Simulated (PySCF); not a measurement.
# C2H4O (triplet): what the fields show

| atom | x (Å) | y (Å) | z (Å) |
| --- | --- | --- | --- |
| C | 0.4713 | 0.4616 | -0.4991 |
| C | -0.8071 | -0.0543 | 0.0285 |
| O | 1.6445 | 0.4314 | 0.1322 |
| H | -1.0626 | 0.4092 | 1.0016 |
| H | -1.6233 | 0.1668 | -0.6741 |
| H | -0.7874 | -1.1528 | 0.1838 |
| H | 2.1946 | -0.2962 | -0.1957 |

Geometry: PBE0-D3(BJ)/def2-SVP.

These are results of UKS B3LYP, IGLO-III on C O, pcH-1 on H, non-relativistic, mean-field spin-orbit, GIAO in PySCF 2.14.0, density-fitted response routines, not measurements.

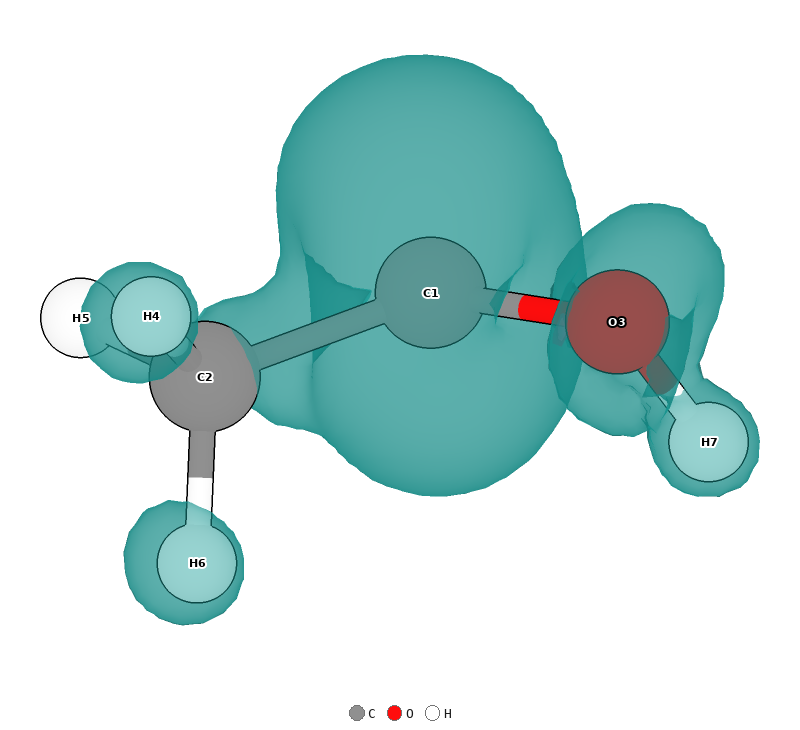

Figure 1. Isosurfaces of the spin density (α minus β) at +0.05 (teal) and −0.05 e/Å³ (pink), seen across its widest extent.

**Which atoms carry the spin?**

The unpaired spin (2 electrons) lies mostly on C1 (about 1.4), O3 (about 0.3) and C2 (about 0.2), in electrons by Hirshfeld's partition.

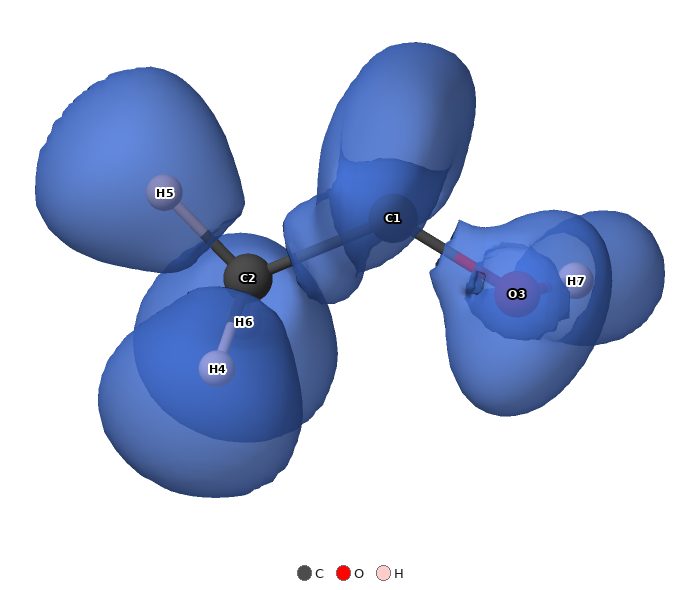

Figure 2. Isosurface of the ELF at 0.75 (blue), seen from one side. Only the valence region is drawn (cores and ρ < 0.01 e/Å³ removed).

**Where are the electrons localised?**

The surface consists of three regions around hydrogen nuclei, one region on C in which the atom's valence shell and bonds are merged and one joined region spread over several atoms (H, O), in which their bonds and any lone pairs are merged. Profiles from the grid: C–O (1.33 Å): the ELF peaks at about 0.90 between the atoms; a polar covalent bond. C–C (1.48 Å): the ELF peaks at about 0.95 between the atoms, as expected for a shared electron pair.

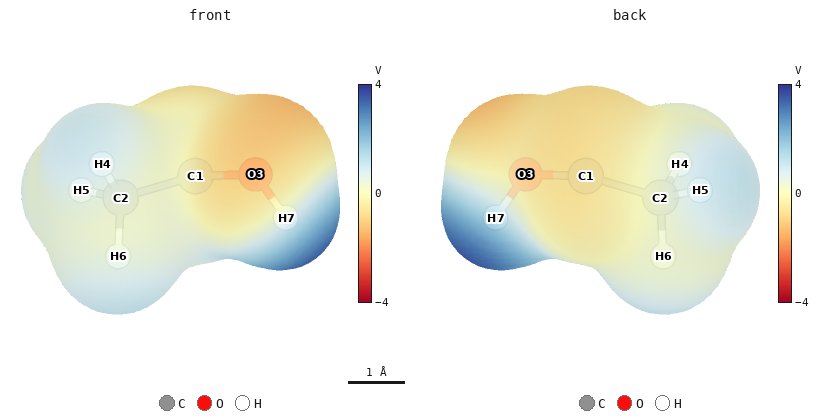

Figure 3. The electrostatic potential painted on the density surface at 0.004 e/bohr³, seen from the front and from behind; red is negative and blue positive.

**Describe the electrostatic potential map.**

The most negative region (about −1.3 V, or −30 kcal/mol for a unit charge) lies over O3, the most positive (about +3.4 V, or +78 kcal/mol for a unit charge) over H7. O3 is the likeliest acceptor of a hydrogen bond.
